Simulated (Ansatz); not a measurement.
# GeH2 (SMILES [GeH2]) at 6 levels

Aim: a comparison of 6 runs (BHLYP/STO-3G, BLYP/STO-3G, CAM-B3LYP/STO-3G, UPBE/STO-3G, CCSD/STO-3G, FCI/STO-3G) of GeH2. 

Program for the calculation: Ansatz 0.2.0.

41 further runs of the same task are left out: 7 that didn't finish, 34 set aside as unsound or not needed.

## (1) The molecule

GeH2 has 3 atoms, charge 0, and is taken as a singlet. As SMILES, `[GeH2]`. The H3–Ge1 distance was set to 3.189 Å, away from the relaxed value. At this shape a bond of the SMILES string is far longer than usual.

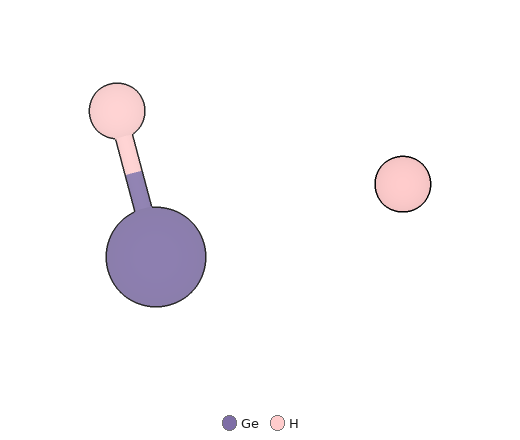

Viewed from a chosen angle; germanium purple, hydrogen pink.

## (2) A single-point energy at BHLYP/STO-3G (run 1)

Contents of in.yaml:

```yaml
crystal:
  periodic: [false, false, false]
  atoms:
    - {symbol: Ge, position_ang: [-0.927306, 1.958928, -0.282100]}
    - {symbol: H, position_ang: [0.425794, 2.297428, 0.490600]}
    - {symbol: H, position_ang: [-0.212900, -1.148700, -0.245300]}
basis:
  gaussian:
    orbitals: STO-3G
hamiltonian:
  xc: {name: BHLYP}
accuracy: high
```

Launch:

```bash
$ ansatz run in.yaml --threads 1 --pin off --max-ram 2610MiB --events-out events.jsonl --progress --plain --runs-dir runs
```

The log of the run:

```text
Warning: RAYON_NUM_THREADS=1 ignored (pool sized by the plan → 1); use --threads N
Functional definition: BHLYP
  name "BHLYP"
  parameter a = 0.5
  exchange = (1 - a)*b88_x + a*exact_x
  correlation = lyp_c
228 factors; integrals over basis functions are off by at most 5.6e-8 eV
mean field evaluation 1: about -55886.1597 eV, gradient 1.3e1 eV
mean field evaluation 2: about -55877.4521 eV, gradient 1.4e1 eV
mean field evaluation 4: about -55886.3546 eV, gradient 1.2e1 eV
mean field evaluation 8: about -55887.1004 eV, gradient 1.4e1 eV
mean field evaluation 16: about -55891.4022 eV, gradient 2.9e-8 eV
mean field -55891.40220427 eV, -2053.9711464540 hartree, gradient 2.9e-8 eV, S^2 0.000000; 0 other end points of the search recorded, 0 dependent functions left out
reference -55891.40222223 eV, -2053.9711471140 hartree; 17, 17 occupied and 3, 3 virtual orbitals, 228 factors
Total energy: -55891.40222223 eV, -2053.9711471140 hartree
```

It took 0.79 s on 1 thread of AMD EPYC 7R43 (Zen 3), shared host; peak memory 0.098 GiB.

## (3) The energy at BLYP/STO-3G (run 2)

Contents of in.yaml:

```yaml
crystal:
  periodic: [false, false, false]
  atoms:
    - symbol: Ge
      position_ang: [-0.927306, 1.958928, -0.282100]
    - symbol: H
      position_ang: [0.425794, 2.297428, 0.490600]
    - symbol: H
      position_ang: [-0.212900, -1.148700, -0.245300]
basis:
  gaussian:
    orbitals: STO-3G
hamiltonian:
  xc: {name: BLYP}
accuracy: high
```

Launch:

```bash
$ ansatz run in.yaml --threads 1 --pin off --max-ram 2610MiB --events-out events.jsonl --progress --plain --runs-dir runs
```

The log of the run (excerpt; [...] marks lines left out):

```text
Warning: RAYON_NUM_THREADS=1 ignored (pool sized by the plan → 1); use --threads N
Functional definition: BLYP
  name "BLYP"
[...]
228 factors; integrals over basis functions are off by at most 5.6e-8 eV
[...]
mean field -55887.86134932 eV, -2053.8410224344 hartree, gradient 1.0e-8 eV, S^2 0.000000; 7 other end points of the search recorded, 0 dependent functions left out
reference -55887.86138493 eV, -2053.8410237430 hartree; 17, 17 occupied and 3, 3 virtual orbitals, 228 factors
Total energy: -55887.86138493 eV, -2053.8410237430 hartree
```

It took 2 s on 1 thread of AMD EPYC 7R43 (Zen 3), shared host; peak memory 0.094 GiB.

## (4) The energy at CAM-B3LYP/STO-3G (run 3)

Contents of run.yaml:

```yaml
crystal:
  periodic: [false, false, false]
  atoms:
    - {symbol: Ge, position_ang: [-0.927306, 1.958928, -0.282100]}
    - {symbol: H, position_ang: [0.425794, 2.297428, 0.490600]}
    - {symbol: H, position_ang: [-0.212900, -1.148700, -0.245300]}
basis:
  gaussian:
    orbitals: STO-3G
hamiltonian:
  xc: {name: CAM-B3LYP}
accuracy: high
```

Launch:

```bash
$ ansatz run run.yaml --threads 1 --pin off --max-ram 2610MiB --events-out events.jsonl --progress --plain --runs-dir runs
```

The log of the run (excerpt; [...] marks lines left out):

```text
Warning: RAYON_NUM_THREADS=1 ignored (pool sized by the plan → 1); use --threads N
Functional definition: CAM-B3LYP
  name "CAM-B3LYP"
[...]
228 factors; integrals over basis functions are off by at most 5.6e-8 eV
82 factors; integrals over basis functions are off by at most 1.4e-9 eV
[...]
mean field -55890.62205551 eV, -2053.9424765156 hartree, gradient 2.7e-8 eV, S^2 0.000000; 9 other end points of the search recorded, 0 dependent functions left out
reference -55890.62206823 eV, -2053.9424769831 hartree; 17, 17 occupied and 3, 3 virtual orbitals, 228 factors
Total energy: -55890.62206823 eV, -2053.9424769831 hartree
```

It took 2.8 s on 1 thread of AMD EPYC 7R43 (Zen 3), shared host; peak memory 0.1 GiB.

Runs 4 to 5 aren't shown in full; the table further down has their settings and results.

## (5) The energy at FCI/STO-3G (run 6)

Contents of job.yaml:

```yaml
crystal:
  periodic: [false, false, false]
  atoms:
    - {symbol: Ge, position_ang: [-0.927306, 1.958928, -0.282100]}
    - {symbol: H, position_ang: [0.425794, 2.297428, 0.490600]}
    - {symbol: H, position_ang: [-0.212900, -1.148700, -0.245300]}
basis:
  gaussian: {orbitals: STO-3G}
correlation: {method: fci, frozen_orbitals: {Ge: 9, H: 0}}
accuracy: high
```

Launch:

```bash
$ ansatz run job.yaml --threads 1 --pin off --max-ram 2610MiB --events-out events.jsonl --progress --plain --runs-dir runs
```

The log of the run (excerpt; [...] marks lines left out):

```text
Warning: RAYON_NUM_THREADS=1 ignored (pool sized by the plan → 1); use --threads N
Functional definition: HF
  name "HF"
[...]
228 factors; integrals over basis functions are off by at most 5.6e-8 eV
[...]
mean field -55852.65350800 eV, -2052.5471581306 hartree, gradient 3.4e-8 eV, S^2 0.000000; 7 other end points of the search recorded, 0 dependent functions left out; unrestricted orbitals would lower it
determinant -55852.65350800 eV, -2052.5471581306 hartree, with singles and doubles -55856.83708892 eV, -2052.7009018940 hartree
determinant -55849.54260168 eV, -2052.4328344323 hartree, with singles and doubles -55855.01128224 eV, -2052.6338047359 hartree
unrestricted determinant -55856.52531766 eV, -2052.6894445112 hartree, S^2 0.9808
9 core orbitals not correlated: weight in the atoms' cores, before any rotation towards them, 1.000 or more for the frozen orbitals, at most 0.000 for the correlated occupied ones
reference -55852.65350800 eV, -2052.5471581306 hartree; 8, 8 occupied and 3, 3 virtual orbitals, 228 factors
state -55857.56413189 eV, -2052.7276202303 hartree
Total energy: -55857.56413189 eV, -2052.7276202303 hartree
```

Wall time 0.69 s (1 thread of AMD EPYC 7R43 (Zen 3), shared host); peak memory 0.097 GiB.

## (6) All runs side by side

```
run             level  frozen core orbitals   energy (Eh)  wall time
  1      BHLYP/STO-3G                     –  -2053.971147     0.79 s
  2       BLYP/STO-3G                     –  -2053.841024        2 s
  3  CAM-B3LYP/STO-3G                     –  -2053.942477      2.8 s
  4       UPBE/STO-3G                     –  -2053.571019       13 s
  5       CCSD/STO-3G                     9  -2052.727441      0.4 s
  6        FCI/STO-3G                     9  -2052.727620     0.69 s
```

## (7) Outcome

```
                                          quantity           value
                               run 6: total energy  -2052.72762 Eh
run 6: correlation energy (9 core orbitals frozen)      -180.5 mEh
```

In words: Against full CI in this basis: CCSD +0.2 mEh. Totals of different functionals can't be ranked against each other. In run 5 the T1 diagnostic is large, so a single reference may not serve. In run 5 the log says that unrestricted orbitals would lower the reference, so the values rest on an unstable closed-shell determinant (other closed-shell runs at this shape may share the fault). In runs 1, 2, 3, 4, 5, 6 the basis is minimal, so the values are rough. In runs 1, 2, 3, 5 a closed-shell determinant meets a far-stretched bond, which it describes badly. Spin contamination of the reference: run 4 ⟨S²⟩ = 1.14. Where it is this large, the reference is a mixture of spin states, and values that rest on it are in doubt. All runs together took 20 s, the longest 13 s.
